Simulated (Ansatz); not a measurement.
**CH6ClNSi (SMILES C[SiH](N)Cl): B3LYP/6-31G(d) (spherical functions)**

Aim: the energy change on altering one bond length of CH6ClNSi at B3LYP/6-31G* (spherical functions), from 2 runs. 

Program for the calculation: Ansatz 0.2.0.

128 further runs of the same task are left out: 128 set aside as unsound or not needed.

**1. Starting point**

The species is CH6ClNSi (10 atoms), meant as a singlet with charge 0. As SMILES, `C[SiH](N)Cl`. The coordinates come from a PBE0-D4/def2-TZVP relaxation. This is one conformer, not always the lowest.

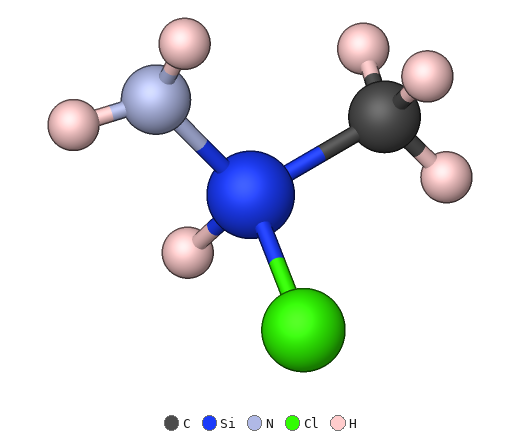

Viewed from a chosen angle; carbon dark grey, silicon blue, nitrogen light blue, chlorine green, hydrogen pink.

**2. A single-point energy at B3LYP/6-31G(d) (spherical functions)**

in.yaml

```yaml
crystal:
  periodic: [false, false, false]
  atoms:
    - {symbol: C, position_ang: [-0.924300, 0.960300, -0.429600]}
    - {symbol: Si, position_ang: [-0.055600, -0.637600, -0.073400]}
    - {symbol: "N", position_ang: [1.200800, -0.379200, 1.050800]}
    - {symbol: Cl, position_ang: [0.594900, -1.392500, -1.900800]}
    - {symbol: H, position_ang: [-1.720000, 0.809500, -1.161600]}
    - {symbol: H, position_ang: [-1.359500, 1.369700, 0.485000]}
    - {symbol: H, position_ang: [-0.226900, 1.694300, -0.841400]}
    - {symbol: H, position_ang: [-0.936500, -1.689500, 0.482600]}
    - {symbol: H, position_ang: [1.847500, 0.382600, 0.917600]}
    - {symbol: H, position_ang: [1.662700, -1.168700, 1.473800]}
basis:
  gaussian:
    orbitals: 6-31G_st_-spherical.json
hamiltonian:
  xc: {name: B3LYP}
accuracy: high
output: {orbitals: {seedname: orbitals}}
```

The basis set 6-31G* is read from a file made from the Basis Set Exchange's data (not shown).

The run is started by

```
$ ansatz run in.yaml --threads 1 --pin off --max-ram 3480MiB --events-out events.jsonl --progress --plain --runs-dir runs
```

What it wrote:

```text
Warning: RAYON_NUM_THREADS=1 ignored (pool sized by the plan → 1); use --threads N
Functional definition: B3LYP
  name "B3LYP"
  parameter a0 = 0.2
  parameter ax = 0.72
  parameter ac = 0.81
  exchange = (1 - a0 - ax)*slater_x + ax*b88_x + a0*exact_x
  correlation = (1 - ac)*vwn_rpa_c + ac*lyp_c
1774 factors; integrals over basis functions are off by at most 3.6e-9 eV
mean field evaluation 1: about -23018.2565 eV, gradient 6.5e1 eV
mean field evaluation 2: about -23009.2209 eV, gradient 8.7e1 eV
mean field evaluation 4: about -23027.2415 eV, gradient 3.7e0 eV
mean field evaluation 8: about -23027.4631 eV, gradient 3.7e-1 eV
mean field evaluation 16: about -23027.4635 eV, gradient 2.4e-5 eV
mean field -23027.46348010 eV, -846.2436743182 hartree, gradient 7.8e-8 eV, S^2 0.000000; 0 other end points of the search recorded, 0 dependent functions left out
reference -23027.46351899 eV, -846.2436757476 hartree; 25, 25 occupied and 51, 51 virtual orbitals, 1774 factors
Total energy: -23027.46351899 eV, -846.2436757476 hartree
```

Run time: 8.4 s. Hardware: 1 thread of Arm Neoverse V2, shared host; peak memory 0.26 GiB.

**3. The distorted shape**

input.yaml

```yaml
crystal:
  periodic: [false, false, false]
  atoms:
    - {symbol: C, position_ang: [-1.021887, 1.073549, -0.155457]}
    - {symbol: Si, position_ang: [-0.153187, -0.524351, 0.200743]}
    - {symbol: "N", position_ang: [1.103213, -0.265951, 1.324943]}
    - {symbol: Cl, position_ang: [0.594900, -1.392500, -1.900800]}
    - {symbol: H, position_ang: [-1.817587, 0.922749, -0.887457]}
    - {symbol: H, position_ang: [-1.457087, 1.482949, 0.759143]}
    - {symbol: H, position_ang: [-0.324487, 1.807549, -0.567257]}
    - {symbol: H, position_ang: [-1.034087, -1.576251, 0.756743]}
    - {symbol: H, position_ang: [1.749913, 0.495849, 1.191743]}
    - {symbol: H, position_ang: [1.565113, -1.055451, 1.747943]}
basis:
  gaussian:
    orbitals: 6-31G_st_-spherical.json
hamiltonian:
  xc: {name: B3LYP}
accuracy: high
output:
  orbitals: {seedname: orbitals}
```

The basis set 6-31G* is read from a file made from the Basis Set Exchange's data (not shown).

The run is started by

```
$ ansatz run input.yaml --threads 1 --pin off --max-ram 3480MiB --events-out events.jsonl --progress --plain --runs-dir runs
```

What it wrote, cut to the lines that bear on the results:

```text
Warning: RAYON_NUM_THREADS=1 ignored (pool sized by the plan → 1); use --threads N
[... 7 set-up lines as earlier in the session ...]
1767 factors; integrals over basis functions are off by at most 6.4e-9 eV
mean field evaluation 1: about -23017.9690 eV, gradient 6.5e1 eV
mean field evaluation 2: about -23007.7329 eV, gradient 8.9e1 eV
mean field evaluation 4: about -23026.8718 eV, gradient 3.9e0 eV
mean field evaluation 8: about -23027.0840 eV, gradient 2.4e-1 eV
mean field evaluation 16: about -23027.0842 eV, gradient 2.4e-5 eV
mean field -23027.08415631 eV, -846.2297344260 hartree, gradient 7.2e-8 eV, S^2 0.000000; 0 other end points of the search recorded, 0 dependent functions left out
reference -23027.08419619 eV, -846.2297358918 hartree; 25, 25 occupied and 51, 51 virtual orbitals, 1767 factors
Total energy: -23027.08419619 eV, -846.2297358918 hartree
```

It took 8.1 s on 1 thread of Arm Neoverse V2, shared host; peak memory 0.25 GiB.

**4. Results**

Level: B3LYP/6-31G* (spherical functions).

| quantity | value |
| --- | --- |
| first shape: total energy | -846.24368 Eh |
| first shape: HOMO energy | -7.34 eV |
| first shape: LUMO energy | 1.24 eV |
| first shape: HOMO–LUMO gap | 8.58 eV |
| distorted shape: total energy | -846.22974 Eh |
| distorted shape: HOMO energy | -7.49 eV |
| distorted shape: LUMO energy | -0.11 eV |
| distorted shape: HOMO–LUMO gap | 7.38 eV |
| energy change with the Si2–Cl4 bond stretched from 2.081 to 2.394 Å | 0.379 eV |

In words: With the Si2–Cl4 bond stretched from 2.081 to 2.394 Å the energy rises by 0.38 eV (8.7 kcal/mol). The first shape isn't relaxed at this level, so the change isn't measured from a minimum.
